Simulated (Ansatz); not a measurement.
# CH₄BInO: one molecule under many settings

How do the results and run time of CH₄BInO respond when the settings are drawn wide?

The runs use Ansatz 0.2.0, Gaussian basis; the settings change from run to run.

1 further run of the same task is left out (for a known fault of the program).

### Step 1. The geometry

An earlier PBE0-D4 in a triple-zeta def2 set relaxation fixed the geometry. In takes a core potential in def2 sets; no spin-orbit term is included.

SMILES `[InH2][CH]1BO1`, 8 atoms, charge 0, spin multiplicity 1.

Atoms are counted from 1 here; the program's logs count them from 0.

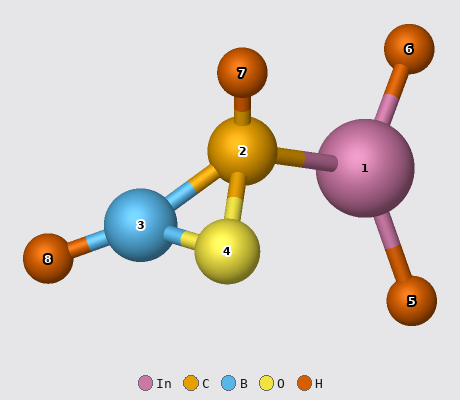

The geometry (indium pink, carbon amber, boron blue, oxygen yellow, hydrogen orange); atoms are numbered from 1 in the order of the file.

### Step 2. PBE-QIDH/def2-TZVPP

Set apart from the defaults: unrestricted orbitals, relativity set to none, high accuracy.

Input file in.yaml:

```yaml
crystal:
  periodic: [false, false, false]
  atoms:
    - {symbol: In, position_ang: [-1.261975, -0.438854, 0.927115]}
    - {symbol: C, position_ang: [0.293212, 0.623736, -0.097815]}
    - {symbol: B, position_ang: [1.399954, -0.016305, -0.908367]}
    - {symbol: O, position_ang: [0.377981, 0.429853, -1.622537]}
    - {symbol: H, position_ang: [-2.022525, -1.755648, 0.120852]}
    - {symbol: H, position_ang: [-1.656913, 0.039280, 2.535672]}
    - {symbol: H, position_ang: [0.435785, 1.675212, 0.154945]}
    - {symbol: H, position_ang: [2.434502, -0.557285, -1.109855]}
basis:
  gaussian: {orbitals: def2-TZVPP}
magnetization: {spin_polarized: true, initial_magnetization: 0}
hamiltonian: {xc: {name: PBE-QIDH}, pseudopotentials: {relativity: none}}
accuracy: high
output: {forces: true}
```

The run is started by

```bash
$ ansatz run in.yaml --threads 2 --pin off --events-out ev --progress --plain --max-ram 32768MiB --backend cpu
```

The program printed, shortened:

```text
Functional definition: PBE-QIDH
  name "PBE-QIDH"
  cite "Brémond, Sancho-García, Pérez-Jiménez & Adamo, J. Chem. Phys. 141, 031101 (2014) doi:10.1063/1.4890314"
  cite "Perdew, Burke & Ernzerhof, Phys. Rev. Lett. 77, 3865 (1996) doi:10.1103/PhysRevLett.77.3865"
[...]
3614 factors; integrals over basis functions are off by at most 1.3e-8 eV
[...]
mean field -8980.49468226 eV, -330.0270923752 hartree, gradient 8.6e-8 eV, S^2 0.000000; 0 other end points of the search recorded, 0 dependent functions left out
7 core orbitals not correlated: weight in the atoms' cores, before any rotation towards them, 1.000 or more for the frozen orbitals, at most 0.000 for the correlated occupied ones
reference -8980.49468394 eV, -330.0270924368 hartree; 15, 15 occupied and 177, 177 virtual orbitals, 3614 factors
second order -24.21657340 eV of doubles, -0.00000000 eV of singles
[...]
Total energy: -8988.56687507 eV, -330.3237399895 hartree
Atom 0 at    -1.261975    -0.438854     0.927115 Å, force     0.025220     0.010092    -0.035129 eV/Å
Atom 1 at     0.293212     0.623736    -0.097815 Å, force    -0.067649     0.064825     0.123739 eV/Å
Atom 2 at     1.399954    -0.016305    -0.908367 Å, force     0.052781    -0.019044    -0.028663 eV/Å
Atom 3 at     0.377981     0.429853    -1.622537 Å, force     0.018891    -0.012741     0.066221 eV/Å
Atom 4 at    -2.022525    -1.755648     0.120852 Å, force     0.075811     0.131596     0.084905 eV/Å
Atom 5 at    -1.656913     0.039280     2.535672 Å, force     0.039814    -0.049305    -0.165407 eV/Å
Atom 6 at     0.435785     1.675212     0.154945 Å, force    -0.013984    -0.193616    -0.074013 eV/Å
Atom 7 at     2.434502    -0.557285    -1.109855 Å, force    -0.130884     0.068193     0.028347 eV/Å
Dipole moment:     0.113373     0.004108     0.248596 e Å
```

Run time: 77 s. Hardware: 2 threads of AMD EPYC 7R13, shared host; peak memory 1.6 GiB.

Largest force 0.208 eV/Å, dipole 1.31 D, ⟨S²⟩ 0.000.

### Step 3. PBE/x2c-TZVPPall

Set apart from the defaults: multiplicity 3, D3(BJ) dispersion, high accuracy.

Edit in.yaml of step 2 so:

```diff
@@ -12,5 +12,5 @@
 basis:
-  gaussian: {orbitals: def2-TZVPP}
-magnetization: {spin_polarized: true, initial_magnetization: 0}
-hamiltonian: {xc: {name: PBE-QIDH}, pseudopotentials: {relativity: none}}
+  gaussian: {orbitals: x2c-TZVPPall}
+magnetization: {spin_polarized: true, initial_magnetization: 2}
+hamiltonian: {xc: {name: PBE}, dispersion: d3bj}
 accuracy: high
```

Launched as before.

The program printed, shortened:

```text
Functional definition: PBE
  name "PBE"
  cite "Perdew, Burke & Ernzerhof, Phys. Rev. Lett. 77, 3865 (1996) doi:10.1103/PhysRevLett.77.3865"
  parent pbe
[...]
3716 factors; integrals over basis functions are off by at most 2.7e-8 eV
[...]
mean field -163839.34443428 eV, -6020.9848536633 hartree, gradient 8.8e-9 eV, S^2 2.002977; 8 other end points of the search recorded, 0 dependent functions left out
[...]
reference -163839.34443904 eV, -6020.9848538383 hartree; 37, 35 occupied and 172, 174 virtual orbitals, 3716 factors
Total energy: -163839.47567708 eV, -6020.9896767472 hartree
Relativity: scalar
Atom 0 at    -1.261975    -0.438854     0.927115 Å, force    -1.333738    -1.070537     0.767797 eV/Å
Atom 1 at     0.293212     0.623736    -0.097815 Å, force     1.968171     1.044217    -1.727716 eV/Å
Atom 2 at     1.399954    -0.016305    -0.908367 Å, force     1.789587    -1.978668     1.029085 eV/Å
Atom 3 at     0.377981     0.429853    -1.622537 Å, force    -1.963026     1.446877    -0.179542 eV/Å
Atom 4 at    -2.022525    -1.755648     0.120852 Å, force     0.309837    -0.051999    -0.378855 eV/Å
Atom 5 at    -1.656913     0.039280     2.535672 Å, force     0.360830     0.400129     0.065181 eV/Å
Atom 6 at     0.435785     1.675212     0.154945 Å, force    -1.093831     0.394538     0.316478 eV/Å
Atom 7 at     2.434502    -0.557285    -1.109855 Å, force    -0.037831    -0.184557     0.107573 eV/Å
Dipole moment:     0.372974     0.267574    -0.040560 e Å
```

It took 31 s on 2 threads of AMD EPYC 7R13, shared host; peak memory 1.3 GiB.

Largest force 2.860 eV/Å, dipole 2.21 D, ⟨S²⟩ 2.003.

### Step 4. r2SCANh/STO-3G

Set apart from the defaults: charge -1, multiplicity 2, D3(BJ) dispersion.

Edit in.yaml of step 3 so:

```diff
@@ -12,6 +12,6 @@
 basis:
-  gaussian: {orbitals: x2c-TZVPPall}
-magnetization: {spin_polarized: true, initial_magnetization: 2}
-hamiltonian: {xc: {name: PBE}, dispersion: d3bj}
-accuracy: high
+  gaussian: {orbitals: STO-3G}
+total_charge: -1
+magnetization: {spin_polarized: true, initial_magnetization: 1}
+hamiltonian: {xc: {name: r2SCANh}, dispersion: d3bj}
 output: {forces: true}
```

The command is unchanged.

The program printed, shortened:

```text
Warning: the engine holds no damping parameters fitted to this dispersion correction and functional, so the run takes those fitted to r2scanh beside the three-body term, which d3bj leaves out (hamiltonian.dispersion, under Limitations)
Functional definition: r2SCANh
  name "r2SCANh"
  cite "Bursch, Neugebauer, Ehlert & Grimme, J. Chem. Phys. 156, 134105 (2022) doi:10.1063/5.0086040"
  cite "Furness, Kaplan, Ning, Perdew & Sun, J. Phys. Chem. Lett. 11, 8208 (2020) doi:10.1021/acs.jpclett.0c02405"
  cite "Furness, Kaplan, Ning, Perdew & Sun, J. Phys. Chem. Lett. 11, 9248 (2020) doi:10.1021/acs.jpclett.0c03077"
  parent r2scan
[...]
631 factors; integrals over basis functions are off by at most 7.7e-5 eV
[...]
mean field -158468.74687481 eV, -5823.6190336747 hartree, gradient 6.5e-5 eV, S^2 0.760272; 0 other end points of the search recorded, 0 dependent functions left out
[...]
reference -158468.74688125 eV, -5823.6190339115 hartree; 37, 36 occupied and 9, 10 virtual orbitals, 631 factors
Total energy: -158468.78626936 eV, -5823.6204813978 hartree
Atom 0 at    -1.261975    -0.438854     0.927115 Å, force    -0.555429    -0.347028     0.357358 eV/Å
Atom 1 at     0.293212     0.623736    -0.097815 Å, force    -1.532867    -1.561050     1.936496 eV/Å
Atom 2 at     1.399954    -0.016305    -0.908367 Å, force     1.967660    -0.691551     1.046343 eV/Å
Atom 3 at     0.377981     0.429853    -1.622537 Å, force    -1.089974     0.597179    -2.258458 eV/Å
Atom 4 at    -2.022525    -1.755648     0.120852 Å, force     1.078473     1.658904     1.073853 eV/Å
Atom 5 at    -1.656913     0.039280     2.535672 Å, force     0.580859    -0.628296    -2.107994 eV/Å
Atom 6 at     0.435785     1.675212     0.154945 Å, force     0.229936     0.805404    -0.037627 eV/Å
Atom 7 at     2.434502    -0.557285    -1.109855 Å, force    -0.678658     0.166439    -0.009972 eV/Å
Dipole moment:     0.030231     0.088542     0.027961 e Å
```

It took 3 s on 2 threads of AMD EPYC 7R13, shared host.

Largest force 2.922 eV/Å, ⟨S²⟩ 0.760.

### Step 5. HSE06/ANO-RCC-VTZP

This run has atoms shaken by 0.08 Å, D4 dispersion, high accuracy.

Input file in.yaml:

```yaml
crystal:
  periodic: [false, false, false]
  atoms:
    - {symbol: In, position_ang: [-1.343357, -0.515773, 0.686772]}
    - {symbol: C, position_ang: [0.255779, 0.614580, -0.277751]}
    - {symbol: B, position_ang: [1.451411, -0.063435, -0.844180]}
    - {symbol: O, position_ang: [0.576438, 0.393071, -1.498007]}
    - {symbol: H, position_ang: [-1.963116, -1.675871, 0.018215]}
    - {symbol: H, position_ang: [-1.569804, 0.076466, 2.505785]}
    - {symbol: H, position_ang: [0.398441, 1.572115, 0.217487]}
    - {symbol: H, position_ang: [2.489432, -0.525356, -1.135798]}
basis:
  gaussian: {orbitals: ANO-RCC-VTZP}
hamiltonian: {xc: {name: HSE06}, dispersion: d4}
accuracy: high
output: {forces: true}
```

The command is unchanged.

The program printed, shortened:

```text
Functional definition: HSE06
  name "HSE06"
  cite "Heyd, Scuseria & Ernzerhof, J. Chem. Phys. 118, 8207 (2003) doi:10.1063/1.1564060"
  cite "Krukau, Vydrov, Izmaylov & Scuseria, J. Chem. Phys. 125, 224106 (2006) doi:10.1063/1.2404663"
  cite "Heyd & Scuseria, J. Chem. Phys. 120, 7274 (2004) doi:10.1063/1.1668634"
  cite "Ernzerhof & Perdew, J. Chem. Phys. 109, 3313 (1998) doi:10.1063/1.476928"
  cite "Perdew, Burke & Ernzerhof, Phys. Rev. Lett. 77, 3865 (1996) doi:10.1103/PhysRevLett.77.3865"
  parent pbe
[...]
  # The whole range is PBE's own exchange, as in plane waves. The composition of these papers is wPBEh.
[...]
4042 factors; integrals over basis functions are off by at most 4.6e-9 eV
141 factors; integrals over basis functions are off by at most 1.5e-9 eV
[...]
reference -163839.91672379 eV, -6021.0058849151 hartree; 36, 36 occupied and 178, 178 virtual orbitals, 4042 factors
Total energy: -163840.03259064 eV, -6021.0101429433 hartree
Relativity: scalar
Atom 0 at    -1.343357    -0.515773     0.686772 Å, force     2.340408     4.413309     3.569386 eV/Å
Atom 1 at     0.255779     0.614580    -0.277751 Å, force    -2.738704     0.202988     9.148236 eV/Å
Atom 2 at     1.451411    -0.063435    -0.844180 Å, force     7.857058    -3.992737     5.362305 eV/Å
Atom 3 at     0.576438     0.393071    -1.498007 Å, force    -5.667704     3.524176   -14.017432 eV/Å
Atom 4 at    -1.963116    -1.675871     0.018215 Å, force    -2.253894    -3.890305    -2.128149 eV/Å
Atom 5 at    -1.569804     0.076466     2.505785 Å, force     0.089133    -0.511243    -1.513725 eV/Å
Atom 6 at     0.398441     1.572115     0.217487 Å, force     0.125115     0.572697    -0.668584 eV/Å
Atom 7 at     2.489432    -0.525356    -1.135798 Å, force     0.248589    -0.318884     0.247965 eV/Å
Dipole moment:     0.050024    -0.079050    -0.139336 e Å
```

Wall time 4.4 min (2 threads of AMD EPYC 7R13, shared host); peak memory 1.9 GiB.

Largest force 15.525 eV/Å, dipole 0.81 D.

### Step 6. HF/def2-SVPD

Options: atoms shaken by 0.15 Å, the search for lower states set to full.

Input file in.yaml:

```yaml
crystal:
  periodic: [false, false, false]
  atoms:
    - {symbol: In, position_ang: [-1.166158, -0.203662, 0.569080]}
    - {symbol: C, position_ang: [0.434521, 0.719251, -0.071166]}
    - {symbol: B, position_ang: [1.429325, -0.019535, -0.949330]}
    - {symbol: O, position_ang: [0.374546, 0.651563, -1.317930]}
    - {symbol: H, position_ang: [-2.074476, -1.947384, 0.255741]}
    - {symbol: H, position_ang: [-1.610993, -0.084613, 2.774733]}
    - {symbol: H, position_ang: [0.528399, 1.797293, 0.098807]}
    - {symbol: H, position_ang: [2.309893, -0.505459, -0.777931]}
basis:
  gaussian: {orbitals: def2-SVPD}
hamiltonian: {xc: {name: HF}}
scf: {lower_state_search: full}
output: {forces: true}
```

Launched as before.

The program printed, shortened:

```text
Functional definition: HF
  name "HF"
  cite "Fock, Z. Phys. 61, 126 (1930) doi:10.1007/BF01340294"
  parent pbe
[...]
1365 factors; integrals over basis functions are off by at most 1.1e-3 eV
[...]
mean field -8941.97688941 eV, -328.6115895963 hartree, gradient 2.5e-5 eV, S^2 0.000000; 0 other end points of the search recorded, 0 dependent functions left out
[...]
reference -8941.97688941 eV, -328.6115895963 hartree; 22, 22 occupied and 105, 105 virtual orbitals, 1365 factors
Total energy: -8941.97688941 eV, -328.6115895963 hartree
Atom 0 at    -1.166158    -0.203662     0.569080 Å, force    -4.751229    -4.336434     5.683211 eV/Å
Atom 1 at     0.434521     0.719251    -0.071166 Å, force     1.472346     3.962434     8.209370 eV/Å
Atom 2 at     1.429325    -0.019535    -0.949330 Å, force    -4.495775     3.742818     1.940938 eV/Å
Atom 3 at     0.374546     0.651563    -1.317930 Å, force     0.144481    -1.745731   -14.637835 eV/Å
Atom 4 at    -2.074476    -1.947384     0.255741 Å, force     0.880850     1.945422    -0.269718 eV/Å
Atom 5 at    -1.610993    -0.084613     2.774733 Å, force     0.285600     0.172478    -2.221053 eV/Å
Atom 6 at     0.528399     1.797293     0.098807 Å, force     0.740985    -0.218094     1.937952 eV/Å
Atom 7 at     2.309893    -0.505459    -0.777931 Å, force     5.722742    -3.522894    -0.642866 eV/Å
Dipole moment:     0.522528     0.211067    -0.809387 e Å
```

Run time: 2.3 s. Hardware: 2 threads of AMD EPYC 7R13, shared host.

Largest force 14.742 eV/Å, dipole 4.74 D.

### Step 7. wB97X/x2c-TZVPPall

This run has atoms shaken by 0.08 Å.

Input file in.yaml:

```yaml
crystal:
  periodic: [false, false, false]
  atoms:
    - {symbol: In, position_ang: [-1.340531, -0.336914, 0.938752]}
    - {symbol: C, position_ang: [0.166987, 0.683271, -0.175758]}
    - {symbol: B, position_ang: [1.282040, -0.045258, -0.942202]}
    - {symbol: O, position_ang: [0.522665, 0.371709, -1.702888]}
    - {symbol: H, position_ang: [-2.010460, -1.808931, 0.021307]}
    - {symbol: H, position_ang: [-1.598213, 0.083117, 2.585429]}
    - {symbol: H, position_ang: [0.513465, 1.628228, 0.214362]}
    - {symbol: H, position_ang: [2.473616, -0.456853, -1.087856]}
basis:
  gaussian: {orbitals: x2c-TZVPPall}
hamiltonian: {xc: {name: wB97X}}
output: {forces: true}
```

The command is unchanged.

The program printed, shortened:

```text
Functional definition: wB97X
  name "wB97X"
  cite "Chai & Head-Gordon, J. Chem. Phys. 128, 084106 (2008) doi:10.1063/1.2834918"
  cite "Becke, J. Chem. Phys. 107, 8554 (1997) doi:10.1063/1.475007"
[...]
  # The coefficients of nought are those of the uniform gas.
[...]
      + exact_x_lr(omega)
[...]
      + integral(e_c_pw_opposite_spin*poly(b97_u_opposite, 1, cos1, cos2, cos3, cos4))
1392 factors; their error is unknown
276 factors; integrals over basis functions are off by at most 1.0e-5 eV
[...]
mean field -163862.39864753 eV, -6021.8320803737 hartree, gradient 2.9e-5 eV, S^2 0.000000; 0 other end points of the search recorded, 0 dependent functions left out
[...]
reference -163862.39860692 eV, -6021.8320788813 hartree; 36, 36 occupied and 173, 173 virtual orbitals, 1392 factors
Total energy: -163862.39860692 eV, -6021.8320788813 hartree
Relativity: scalar
Atom 0 at    -1.340531    -0.336914     0.938752 Å, force    -0.229566    -1.175079    -1.050823 eV/Å
Atom 1 at     0.166987     0.683271    -0.175758 Å, force     0.399713    -1.196073     0.266483 eV/Å
Atom 2 at     1.282040    -0.045258    -0.942202 Å, force    10.512396    -4.908616     8.133264 eV/Å
Atom 3 at     0.522665     0.371709    -1.702888 Å, force    -9.430193     5.484689    -7.681108 eV/Å
Atom 4 at    -2.010460    -1.808931     0.021307 Å, force     0.328558     1.048662     0.759670 eV/Å
Atom 5 at    -1.598213     0.083117     2.585429 Å, force    -0.054896     0.002554    -0.139271 eV/Å
Atom 6 at     0.513465     1.628228     0.214362 Å, force    -0.016161     0.634036    -0.777520 eV/Å
Atom 7 at     2.473616    -0.456853    -1.087856 Å, force    -1.509849     0.109827     0.489305 eV/Å
Dipole moment:    -0.013106     0.115528     0.324871 e Å
```

It took 14 s on 2 threads of AMD EPYC 7R13, shared host; peak memory 0.77 GiB.

Largest force 14.169 eV/Å, dipole 1.66 D.

### Step 8. All runs side by side

```csv
level,charge,multiplicity,geometry,functions,energy (eV),time
PBE-QIDH/def2-TZVPP,0,1,relaxed,199,-8988.567,77 s
PBE/x2c-TZVPPall,0,3,relaxed,209,-163839.476,31 s
r2SCANh/STO-3G,-1,2,relaxed,46,-158468.786,3 s
HSE06/ANO-RCC-VTZP,0,1,shaken,214,-163840.033,4.4 min
HF/def2-SVPD,0,1,shaken,127,-8941.977,2.3 s
wB97X/x2c-TZVPPall,0,1,shaken,209,-163862.399,14 s
```

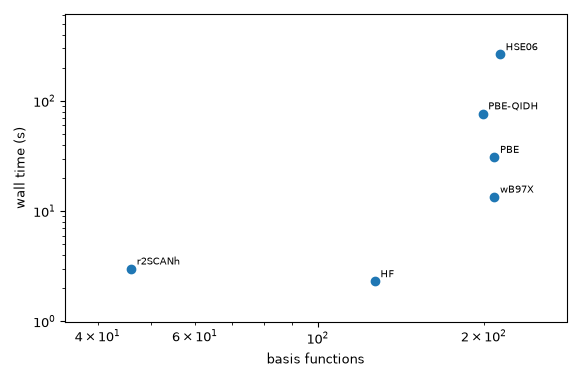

Wall time against the number of basis functions (shared host).

### Step 9. Results

| quantity | value |
| --- | --- |
| runs | 6 |
| quickest | HF/def2-SVPD, 2.3 s |
| slowest | HSE06/ANO-RCC-VTZP, 4.4 min |

The runs differ in state or geometry as well as level, so their energies can't be set against each other. Run time spans a factor of 115, from HF/def2-SVPD to HSE06/ANO-RCC-VTZP. The jobs differ in tasks and options as well as level. At the PBE0-D4/def2-TZVP geometry and in the same state, runs without warnings or point charges leave forces up to 0.21 eV/Å (PBE-QIDH/def2-TZVPP), against 15.5 eV/Å where the atoms were moved.
